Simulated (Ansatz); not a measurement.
Cl$_{2}$F$_{4}$Mo···H (doublet)

Input

```
crystal:
  periodic: [false, false, false]
  atoms:
    - { symbol: Mo, position_ang: [0.0, 0.0, 0.0] }
    - { symbol: F, position_ang: [0.0, 0.0, 2.02] }
    - { symbol: Cl, position_ang: [2.31, 0.0, 0.0] }
    - { symbol: F, position_ang: [0.0, 1.77, 0.0] }
    - { symbol: F, position_ang: [-1.77, 0.0, 0.0] }
    - { symbol: F, position_ang: [0.0, -1.77, 0.0] }
    - { symbol: Cl, position_ang: [0.0, 0.0, -2.31] }
    - { symbol: H, position_ang: [0.0, 0.0, 3.24] }
magnetization:
  spin_polarized: true
  initial_magnetization: 1
basis:
  gaussian: { orbitals: def2-SVP }
hamiltonian:
  xc: pbe
relax:
  f_tol: 0.15
  max_steps: 25
  restrain:
    - { distance: [1, 7], at: 2.12, k: 30.0 }
    - { distance: [0, 1], at: 1.77, k: 30.0 }
output:
  orbitals: {}
```

Run with:

```sh
ansatz run input.yaml --threads 4 --pin off --max-ram 5120MiB --backend cpu --events-out ev --progress --plain --runs-dir out
```

The fields are those of the run's last geometry, not of the input's.

Core potentials replace the inner electrons of Mo; not at a stationary point (largest force 1.4 eV/Å).

Theory: UKS PBE/def2-SVP in Ansatz 0.2.0.

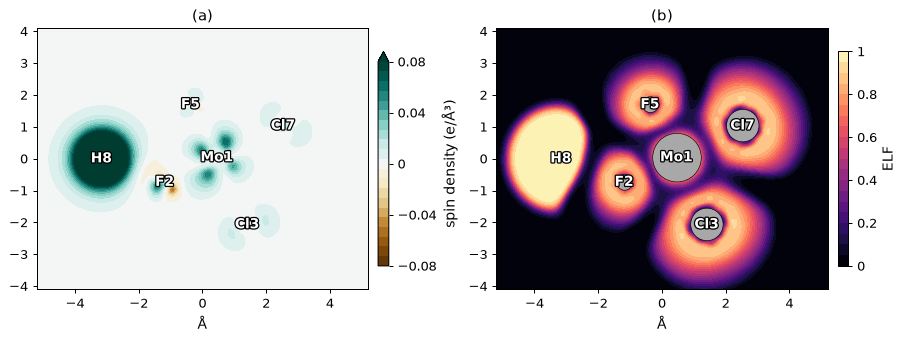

Figure 1. (a) spin density (α minus β); (b) ELF on the plane of atoms F2, Mo1 and Cl3. Grey discs cover the atomic cores in the ELF map.

Question: Interpret the plot.

Answer:
- The plane passes through Mo, F, Cl and H nuclei.
- F2···H8 (2.12 Å): the ELF dips to about 0.10 between them.
- Mo–F (1.82 Å): the ELF peaks at about 0.85 in the valence shell of F, 0.5 Å from its nucleus, and drops to about 0.25 between the two atoms.
- Mo–Cl (2.30 Å): the ELF peaks at about 0.85 in the valence shell of Cl, 0.9 Å from its nucleus, and is about 0.30 at the midpoint.
- Mo–F (1.86 Å): the ELF peaks at about 0.85 in the valence shell of F, 0.5 Å from its nucleus, and drops to about 0.25 between the two atoms.
- The unpaired spin (1 electron) lies mostly on H8 (about 0.9), in electrons by Hirshfeld's partition.

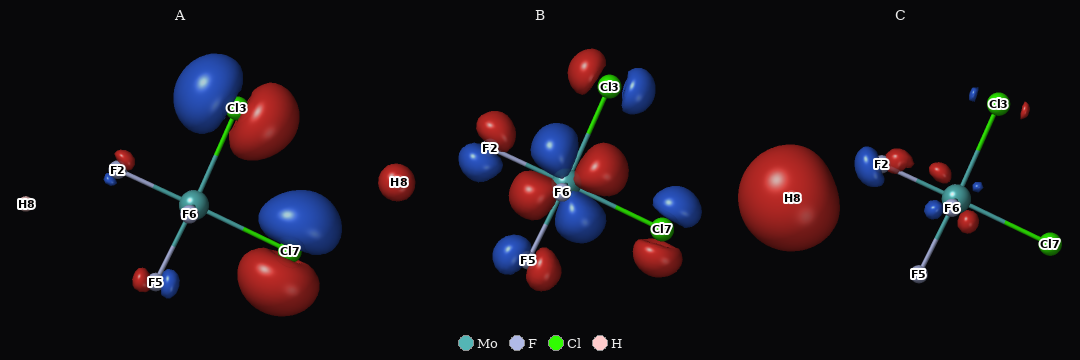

Figure 2. Three frontier orbitals at ±0.15 Å⁻³ᐟ² (red and blue are the two phases), in no order.

Question: Order the three orbitals by energy and name them. All are α orbitals.

Answer: A is the HOMO−1 (α) (−8.42 eV). By Hirshfeld shares it lies mainly on Cl7 (about 50 %) and Cl3 (about 45 %); largely a combination of lone pairs on Cl7 and Cl3. C is the HOMO (α) (−7.36 eV). Its weight (Hirshfeld) is mainly on H8 (about 85 %). B is the LUMO (α) (−6.23 eV). It lies mainly on Mo1 (about 55 %), Cl7 (about 10 %), F2 (about 10 %), Cl3 (about 10 %) and F5 (about 10 %).

Question: What is the gap between the highest occupied and lowest empty α orbitals?

Answer: 1.13 eV between the orbital energies.

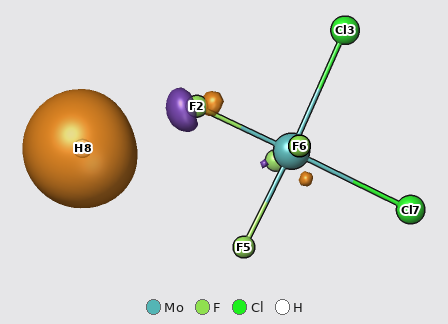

Figure 3. The HOMO (α) at ±0.2 Å⁻³ᐟ² (orange and purple are the two phases), seen across its widest extent.

Question: Where does this orbital lie, and at what energy?

Answer: Its weight (Hirshfeld) is mainly on H8 (about 85 %). Its energy is −7.36 eV.
